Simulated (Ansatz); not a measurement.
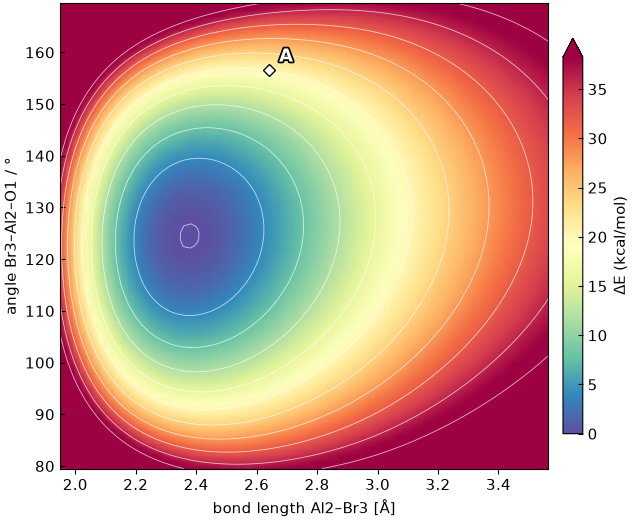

AlBrHO, SMILES [O-][AlH][Br], charge −1. First axis: bond length Al2–Br3. Second axis: angle Br3–Al2–O1. Nothing is relaxed (all other coordinates rigid). The scan uses a 15 × 15 grid. Points are written as (first, second). All energies are given in kcal/mol relative to the lowest grid point. The reference is spin-restricted, which grows unreliable where a bond is stretched far. Computed with RKS BHLYP-D4/def2-TZVPD in Ansatz 0.2.0.

Drawn: a smooth colour map with a few white contour lines, one colour for all values above the top of the scale, the point A. Between grid points the surface is interpolated.

> Is A at rest? If not, where is it pushed?

A, at (2.642 Å, 156.6°), is not a stationary point. The computed force is 9 kcal/mol for each Å towards smaller values of bond length Al2–Br3 and 1.1 kcal/mol for each degree towards smaller values of angle Br3–Al2–O1.
